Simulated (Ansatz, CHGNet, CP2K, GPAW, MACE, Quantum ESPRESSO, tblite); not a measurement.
# Running generalised stacking fault on (111) (glide set) of a Ge-Sn solid solution (48 atoms) with GPAW, part 2 of 2

Wanted: GPAW inputs and outputs for generalised stacking fault on (111) (glide set) of a Ge-Sn solid solution (48 atoms), checked against a plane-wave reference.

Program: GPAW 26.7.0; the method stands at each step. Banners, paths, timers and routine set-up lines are dropped from the logs unmarked, and long logs keep their key lines alone; longer cuts are marked.

So far. Step 3 (PBE, plane waves 550 eV): The run ends at a pressure of 8.36 GPa, with forces up to 5.2 eV/Å. Step 4 (PBE, LCAO szp(dzp), h 0.2 Å): Against the first run (6.2 %), the force difference from the reference is 15 %, at 0.92 times the CPU time, with 502 basis functions against 764: the smaller basis costs accuracy.

**5. PBE, LCAO dzp, h 0.15 Å**

Method: Kohn-Sham DFT, PBE, PAW, atomic orbitals (dzp).

Input file run.py:

```python
import numpy as np
from ase.io import read
from gpaw import GPAW, FermiDirac

atoms = read("structure.xyz")
atoms.calc = GPAW(
    mode="lcao",
    basis="dzp",
    h=0.15,
    xc="PBE",
    kpts={"size": (1, 1, 1), "gamma": True},
    occupations=FermiDirac(0.05),
    maxiter=200,
    symmetry={"point_group": False},
    txt="gpaw.txt",
)
energy = atoms.get_potential_energy(force_consistent=True)
forces = atoms.get_forces()
print(f"energy {energy:.6f} eV")
print("forces (eV/A)")
for i, (a, f) in enumerate(zip(atoms, forces)):
    print(f"{i:4d} {a.symbol:2s} {f[0]:10.5f} {f[1]:10.5f} {f[2]:10.5f}")
print(f"Fermi level {atoms.calc.get_fermi_level():.4f} eV")
for k in range(len(atoms.calc.get_ibz_k_points())):
    for s in range(atoms.calc.get_number_of_spins()):
        e = atoms.calc.get_eigenvalues(kpt=k, spin=s)
        n = np.searchsorted(e, atoms.calc.get_fermi_level())
        print(f"k {k} spin {s} levels about the Fermi level:", np.round(e[max(n - 6, 0):n], 4).tolist(), "|", np.round(e[n:n + 6], 4).tolist())
```

Input file structure.xyz:

```xyz
48
Lattice="8.33424 0.00000 0.00000 0.00000 7.21767 0.00000 3.81983 0.00000 20.51464" Properties=species:S:1:pos:R:3 pbc="T T T"
[... 48 atom lines left out: the same atoms as in the first run ...]
```

Run with:

```bash
> OMP_NUM_THREADS=1 python run.py > output.txt
```

The log of the run:

```text
energy -177.467071 eV
forces (eV/A)
   0 Ge    1.46304   -0.75789   -0.37976
   1 Sn    1.12882    0.51425   -0.97569
   2 Sn   -1.75545   -1.03551    1.49825
   3 Ge    0.50604    0.86725    0.03275
   4 Sn    3.41987    0.28150    2.50993
   5 Ge   -1.41759    0.24345    0.04170
   6 Ge    1.74286   -0.17097    0.35489
   7 Ge    0.00481   -0.47691   -0.70239
   8 Ge    3.85720   -2.39707    2.38967
   9 Ge   -1.92924    0.48015   -0.94094
  10 Sn   -1.21535   -1.71798   -0.63596
  11 Ge    1.32998   -2.40339    0.84733
  12 Sn   -0.52312    1.65797   -0.45351
  13 Sn    1.20148    0.23725    1.08612
  14 Ge   -0.38294    0.44052    0.30860
  15 Ge   -1.72514    1.05857   -0.87775
  16 Ge   -0.43598   -0.53506    0.39990
  17 Ge   -2.47520    0.92821   -0.66298
  18 Ge   -0.62072   -0.26791   -0.35043
  19 Ge   -1.35302   -0.85113   -0.44536
  20 Ge    1.76731   -1.40714   -1.17141
  21 Sn    1.87959    1.56606   -0.32909
  22 Ge    1.61281    0.26647    1.04295
  23 Ge   -1.57757    1.07189   -0.79848
[...]
40 Sn   -0.46286   -1.12456    0.68175
  41 Sn   -0.82354   -2.44223   -0.78876
  42 Sn    1.43849    2.30820    1.18310
  43 Ge    0.49436   -0.28451    0.24777
  44 Sn   -0.14974   -0.30556    0.43370
  45 Ge   -1.25757    0.91547    0.15313
  46 Ge    0.04356   -0.64630    0.35074
  47 Ge   -2.13862    0.97022   -1.18768
Fermi level 5.7657 eV
k 0 spin 0 levels about the Fermi level: [5.3367, 5.3858, 5.4191, 5.6056, 5.6805, 5.719] | [5.8035, 5.86, 5.9547, 6.0581, 6.2333, 6.2875]
```

gpaw.txt:

```text
Input parameters:
  mode=LCAO(),
  basis={'default': 'dzp'},
  h=0.15,
  kpts=MonkhorstPack(size=(1, 1, 1), gamma=True),
  maxiter=200,
  occupations=Occupations(name='fermi-dirac', width=0.05, fixmagmom=False),
  symmetry=Symmetry(point_group=False),
  xc=XC(name='PBE')
Unit cell  # Å
| periodic |        x |        y |         z |   lengths |    angles |
[... lines left out ...]
  Fermi-Dirac:
[... lines left out ...]
convergence criteria:
- Maximum [total energy] change in last 3 cyles: 0.0005 eV / valence electron
[... lines left out ...]
Converged in 16 steps
[... lines left out ...]
  Free energy:    -177.467071
  Extrapolated:   -177.349689
dipole moment: (-4.590169, -50.671952, -31.799946)  # |e|*Ang
Fermi level: 5.766
Eigenvalues  # (at kpt = [0.000, 0.000, 0.000])
| band index |      eig [eV] | occ [0-2] |
|------------|---------------|-----------|
|          0 |       -16.756 |     2.000 |
|        ... |               |           |
|        158 |         4.927 |     2.000 |
|        159 |         5.202 |     2.000 |
[...]
|        173 |         6.525 |     0.000 |
|        ... |               |           |
|        203 |         9.248 |     0.000 |
Gap: 0.084 eV
Transition (v -> c):
  (s=0, k=0, n=165, [0.00, 0.00, 0.00]) -> (s=0, k=0, n=166, [0.00, 0.00, 0.00])
No difference between direct/indirect transitions
Force computation time: 30.751  # s
timing:  # [seconds]
  Total:  272.855  # ━━━━━━━━━━━━━━━━━━━━━━━━━━━━━━━━━━━━━━━━━━━━━━━━━━━━━━━━
  Init:    11.255  # ━━╸
  SCF:    230.829  # ━━━━━━━━━━━━━━━━━━━━━━━━━━━━━━━━━━━━━━━━━━━━━━━╸
  Forces:  30.751  # ━━━━━━╸
```

It took 4.6 min on 1 thread of Arm Neoverse V2, shared host; peak memory 2.7 GiB.

Numbers from this run, and their distance from the reference:

| Quantity | Value |
| --- | --- |
| r.m.s. force component | 1.23 eV/Å |
| r.m.s. difference of force components | 73.35 meV/Å |
| longest difference of force vectors | 270.4 meV/Å |
| force difference over r.m.s. force | 6.247 % |
| slope of forces against the reference's | 1.047 |
| correlation of force components | 0.9992 |
| energy less the same-level run's | -13.4 meV/atom |
| r.m.s. force difference from the same-level run | 10.27 meV/Å |

Against the first run (6.2 %), the force difference from the reference is 6.2 %, at 2.1 times the CPU time: the change moves forces by 10 meV/Å r.m.s., so most of the difference comes from elsewhere.

**6. All runs compared**

Differences are against the plane-wave reference, forces as r.m.s. over components; share is that over the reference's r.m.s. force, slope the least-squares factor from reference forces to these. Total energies of different programs have different zeros and aren't compared.

```
                                      run  Δ force, r.m.s. (meV/Å)  share (%)  slope  Δ pressure (GPa)  cores  CPU time  memory (GiB)
                                reference                        -          -      -                 -      4      63 s           1.7
              GPAW PBE, LCAO dzp, h 0.2 Å                     73.2       6.24  1.048                 -      1   2.1 min           1.2
             GPAW PBE, plane waves 550 eV                     24.5       2.09  0.999            -0.131      2   6.1 min           1.5
GPAW PBE, LCAO szp(dzp), h 0.2 Å (coarse)                      171       14.5  1.122                 -      1     2 min           1.1
             GPAW PBE, LCAO dzp, h 0.15 Å                     73.3       6.25  1.047                 -      1   4.6 min           2.7
```

Rows marked coarse were listed beforehand as settings not expected to be converged; some can still land near the reference.

CPU time is summed over cores on a shared host, where runs went side by side, so it is rough. Symmetry, cutoffs, thresholds, outputs and thread counts weren't matched or tuned between programs; memory under MPI is the largest rank's times the ranks.

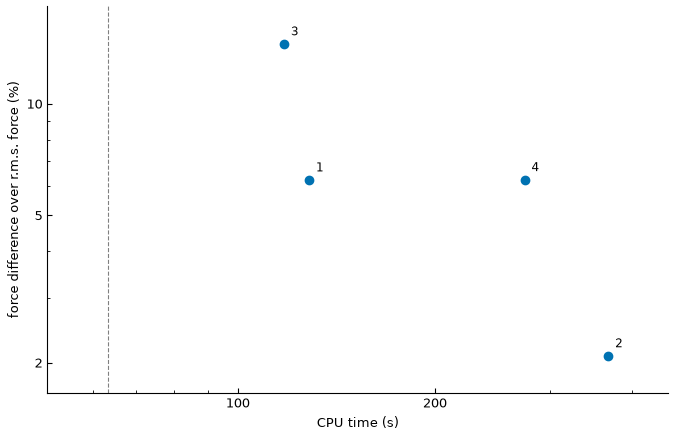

Force difference against CPU time; the dashed line marks the reference's time. Points: 1 GPAW PBE, LCAO dzp, h 0.2 Å; 2 GPAW PBE, plane waves 550 eV; 3 GPAW PBE, LCAO szp(dzp), h 0.2 Å; 4 GPAW PBE, LCAO dzp, h 0.15 Å.

Within one program, basis, potentials and functional, energies share a zero. Each run against its twin at the usual cutoff or grid and solver:

```
                         run               twin  Δ energy (meV/atom)  Δ force, r.m.s. (meV/Å)  CPU time over the twin's
GPAW PBE, LCAO dzp, h 0.15 Å  LCAO dzp, h 0.2 Å                -13.4                     10.3                       2.1
```

**7. Summary of results**

```json
{"nearest in forces": "GPAW PBE, plane waves 550 eV, 2.1 %", "its CPU time": "6.1 min"}
```

What this shows: PBE on plane waves or a grid with other potentials, cutoffs or grids, coarse settings apart, differs from the reference by 2.1 % (GPAW PBE, plane waves 550 eV) of the r.m.s. force; this holds the reference's own error, so differences of a few per cent don't tell which side is nearer the exact PBE result. The PBE runs in local orbitals, coarse settings apart, differ by 6.2 % in each run; basis, grid and potentials can all enter. Runs with settings chosen to be coarse differ by 15 % (GPAW PBE, LCAO szp(dzp), h 0.2 Å), their programs' other errors included. None of the electronic-structure runs in the table takes under half the reference's CPU time of 63 s; they take 1.9 to 5.8 times as much. GPAW PBE, LCAO szp(dzp), h 0.2 Å stiffens the forces by a factor of 1.12 while following their directions (correlation 0.998); the slopes of the 4 GPAW runs lie between 1.00 and 1.12. The potentials hold different valence shells: 672 electrons in the reference, 332 in GPAW; this bears on time and differences. GPAW's setups keep the filled d shell of Ge in the core. The reference's stress is far from hydrostatic: its diagonal is 16.1, 3.2, 6.1 GPa, compression counted positive. The host structure and its lattice constant were typed by rule, without a check against the phase diagram. The reference's pressure of 8.5 GPa belongs to a cell and atoms that aren't relaxed at this level. The electronic-structure runs sample only Γ, in a cell whose shortest periodic width is 7 Å, which is coarse for a cell with partly filled levels.

[Also dropped from logs without a mark: logging warnings of Python, and SIESTA's first energy breakdown and zero terms.]

[Logs are printed without paths, hosts, clocks, repeated set-up lines and the standing remarks that a program may print on its own settings, such as how far it seeks lower states.]

[Hosts, paths, dates, database ids (printed as entryN), source tags and the programs' standing remarks are cut or masked in the printed files.]
